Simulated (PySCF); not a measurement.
SMILES [I][Ta]([I])([I])([I])[I] (I5Ta) at its CAM-B3LYP/def2-SVP optimised geometry (Å):

```
6

Ta    -1.3318     0.0001     0.0000
I     -2.6654     0.0029    -2.3063
I     -1.3317     2.7198     0.0000
I     -1.3314    -2.7198    -0.0040
I      1.3318     0.0001     0.0000
I     -2.6588    -0.0008     2.3092
```

Level of theory: CAM-B3LYP/def2-TZVP, def2 effective core potentials past Kr in PySCF. The core electrons that the potentials of I, Ta replace are not part of the density.

Map of the electrostatic potential (hartree/e), clipped to [-0.08, 0.12] on the plane z = 0.6 Å:

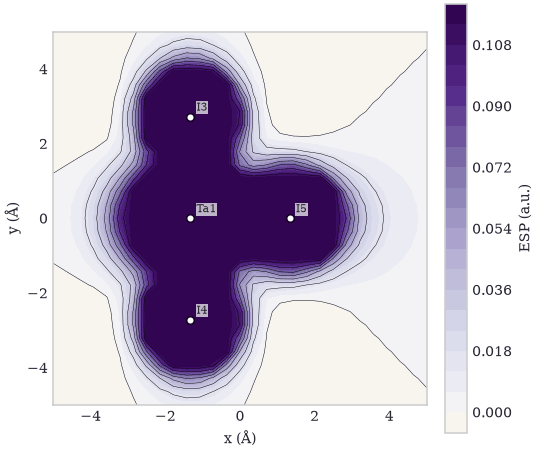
Fig. 1. Electrostatic potential (hartree/e), clipped to [-0.08, 0.12] on the plane z = 0.6 Å.
